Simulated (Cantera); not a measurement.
Input: 1 mol Ti(OiPr)4, 0.93 mol O2, held at 0.210 bar.

Cantera equilibrium calculation (NASA polynomials, part measured and part estimated; ideal gas, pure solids and liquids). Candidate condensed phases: C, C6H6, C7H8, C8H18, H2O, Ti, TiC, TiO, TiO2, Ti2O3, Ti3O5, Ti4O7; 113 gas species. The feed counts by its element totals alone. Mutual solubility and eutectic melting of coexisting phases are not modelled. TiC: taken at fixed stoichiometry. Condensed phases not in the tables: Magnéli phases beyond Ti4O7. Rates play no part.

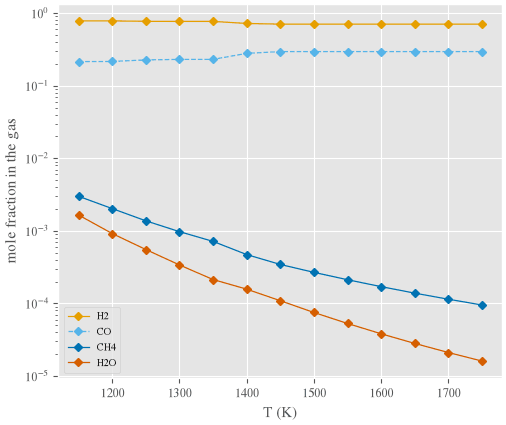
Fig. 1. Equilibrium gas composition (values under 1e-9 drawn at 1e-9)

From 1150 K to 1200 K the condensed part is C(graphite) + TiO2(rutile). At 1250 K the condensed part is C(graphite) + Ti4O7(s). From 1300 K to 1350 K the condensed part is C(graphite) + Ti3O5(s). At 1400 K the condensed part is C(graphite) + TiC(s) + Ti3O5(s). From 1450 K to 1750 K the condensed part is C(graphite) + TiC(s).
